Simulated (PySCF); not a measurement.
C₇H₁₃OPSi (SMILES C#CCP(C[SiH3])CC(C)=O)

The calculation's input:

```
{"job": {"kind": "nmr", "xc": "PBE0", "basis": "pcSseg-1"}, "charge": 0, "multiplicity": 1}
C      0.971717     3.558539     0.115158
C      0.259182     2.685208    -0.290691
C     -0.590143     1.614166    -0.746232
P     -1.096569     0.494000     0.678391
C     -1.869609    -0.840247    -0.333292
Si    -2.173811    -2.437140     0.664335
C      0.573296    -0.277615     1.081900
C      1.323804    -0.742421    -0.126089
C      2.534978     0.082171    -0.481059
O      0.980865    -1.703318    -0.776039
H      1.588272     4.336591     0.453337
H     -1.515319     2.034189    -1.155824
H     -0.093785     1.029168    -1.527638
H     -1.255794    -1.056715    -1.208853
H     -2.822972    -0.435345    -0.681718
H     -3.270624    -3.162423     0.018256
H     -0.972188    -3.265414     0.694306
H     -2.562322    -2.068148     2.030478
H      1.135509     0.466791     1.648289
H      0.332152    -1.125071     1.727463
H      2.292523     1.143171    -0.478317
H      2.924498    -0.214728    -1.451947
H      3.301587    -0.088422     0.273740
```

Command:

```sh
OMP_NUM_THREADS=1 python probes_run.py task.json out
```

Geometry: GFN2-xTB.

These are results of PBE0/pcSseg-1, SCF density, gas phase, non-relativistic in PySCF 2.14.0, not measurements.

> What can the converged electron density and electron localisation function tell about the bonding?

C–C (1.20 Å): ρ at the midpoint is about 2.7 e/Å³; the ELF peaks at about 0.85 between the atoms: a multiple bond.
C–H (1.05 Å): the density is about 2.1 e/Å³ at the midpoint; the ELF climbs to about 1 towards the hydrogen, as it does in any bond to H; an ordinary covalent bond to hydrogen.

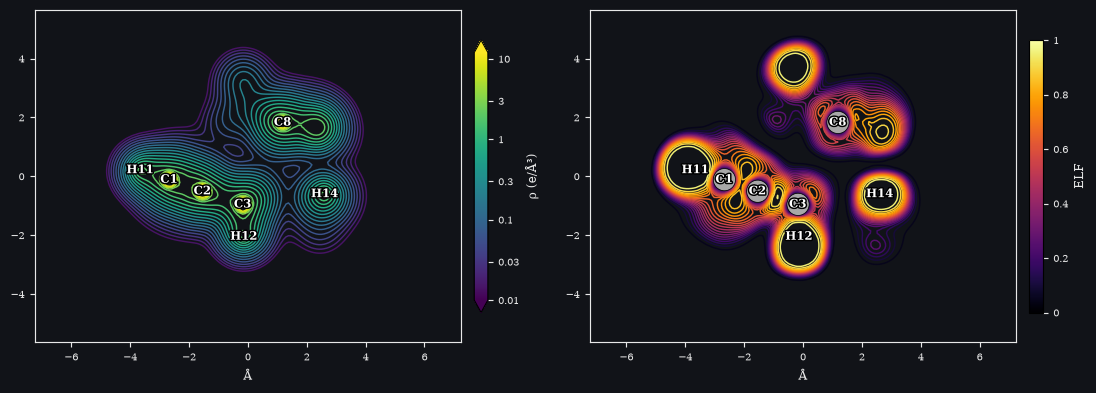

Computed electron density and electron localisation function on the plane of atoms C2, C3 and H12, in this order. Grey discs cover the atomic cores in the ELF map. 
